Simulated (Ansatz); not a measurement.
Consider AlH5N2O (SMILES [NH2][Al]([NH2])[OH]).

```xyz
9

N    -0.3633    1.2064   -1.1552
Al   -0.1855    0.0482    0.1710
N     1.1091   -1.1668    0.1596
O    -1.3198    0.1722    1.4399
H     0.2092    1.2645   -1.9895
H    -1.0822    1.9215   -1.1833
H     1.8091   -1.2638   -0.5686
H     1.2686   -1.8730    0.8698
H    -1.3567   -0.3553    2.2393
```

All numbers below come from RKS r2SCAN-D4/def2-SVP in Ansatz.

Question: What will maps of the electron density and electron localisation function show?

Answer: Al–O (1.71 Å): the density is about 0.81 e/Å³ at the midpoint; the ELF peaks at about 0.85 in the valence shell of O, 0.6 Å from its nucleus, and is about 0.35 at the midpoint.
Al–N (1.77 Å): ρ at the midpoint is about 0.82 e/Å³; the ELF peaks at about 0.90 in the valence shell of N, 0.7 Å from its nucleus, and is about 0.60 at the midpoint.
O–H (0.96 Å): ρ at the midpoint is about 3.6 e/Å³; the ELF climbs to about 1 towards the hydrogen, as it does in any bond to H (a covalent bond by its length).
N–H (1.01 Å): the density is about 2.7 e/Å³ at the midpoint; the ELF climbs to about 1 towards the hydrogen (a covalent bond by its length).

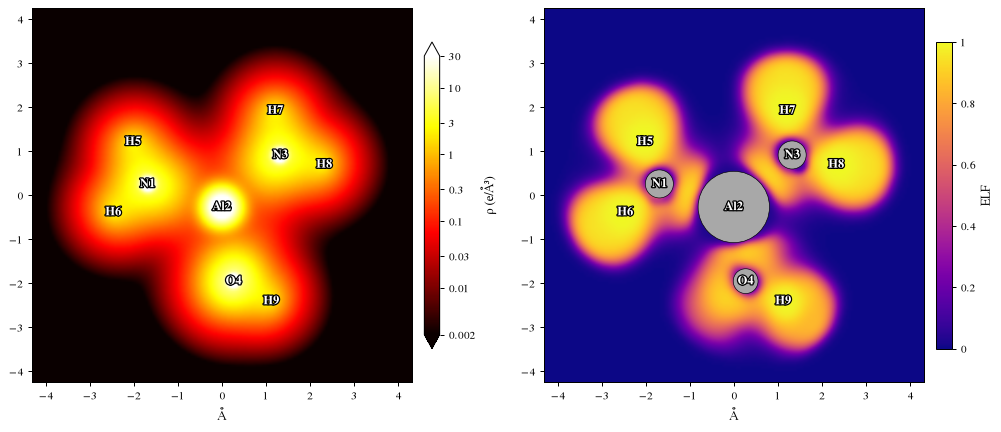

Computed electron density and electron localisation function on the molecular plane, in this order. Grey discs cover the atomic cores in the ELF map. 
